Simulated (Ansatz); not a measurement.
Stretching the N2–H3 bond in hydrogen isocyanide (SMILES [C-]#[NH+]) (multiplicity 1 held, fragments rigid). Energies count from the point at 0.997 Å.
Geometry at that point (charge 0, multiplicity 1):
| atom | x (Å) | y (Å) | z (Å) |
|---|---|---|---|
| C | 0.0000 | 0.0000 | -0.7364 |
| N | 0.0000 | 0.0000 | 0.4276 |
| H | 0.0000 | 0.0000 | 1.4251 |

Restricted levels (R-, RO-) in cc, def2 and unpolarised 6-31G sets keep to the state of the molecule at rest. Unrestricted levels (U-) break spin symmetry where that is lower. Levels need not reach the same state.

Correlated levels freeze the cores.

Run with Ansatz (Gaussian basis) for Hartree–Fock, density functionals and correlated methods. Each number belongs to the level named beside it.

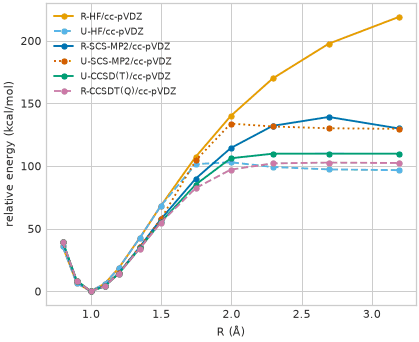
*Relative energy along the coordinate*

Doubts at one or more of the structures used: a restricted determinant that unrestricted orbitals would lower (R-HF/cc-pVDZ, R-SCS-MP2/cc-pVDZ, R-CCSDT(Q)/cc-pVDZ); a spin-contaminated determinant (U-HF/cc-pVDZ, U-SCS-MP2/cc-pVDZ, U-CCSD(T)/cc-pVDZ); T1 above 0.05 (U-CCSD(T)/cc-pVDZ, R-CCSDT(Q)/cc-pVDZ); the program's own flag: large difference (U-CCSD(T)/cc-pVDZ); other coupled-cluster roots lie near (R-CCSDT(Q)/cc-pVDZ).

Ansatz is a program for electronic structure.
